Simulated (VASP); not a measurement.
Band structure of PbF2 (fluorite). Calculation: PBE GGA with D3 dispersion (Becke-Johnson damping), VASP's PBE PAW potentials (set 64) (plane waves; VASP 6.6.1).

Unless said otherwise, spin-orbit coupling is left out, though it shifts the bands of the heavy elements here.

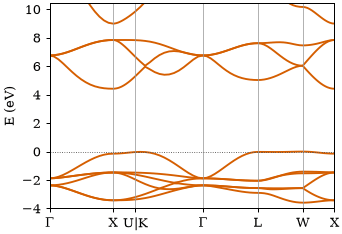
Bands along high-symmetry lines, zero at the valence-band maximum or, without a gap, the Fermi level

Problem. Read the plot: is there a gap, and where are the band edges?

Solution. The gap is indirect, 4.42 eV, from the valence maximum at W to the conduction minimum at X. (Edges off the drawn lines would not show.)

The compound is PbF2 in the fluorite structure, the β form. It was relaxed first.
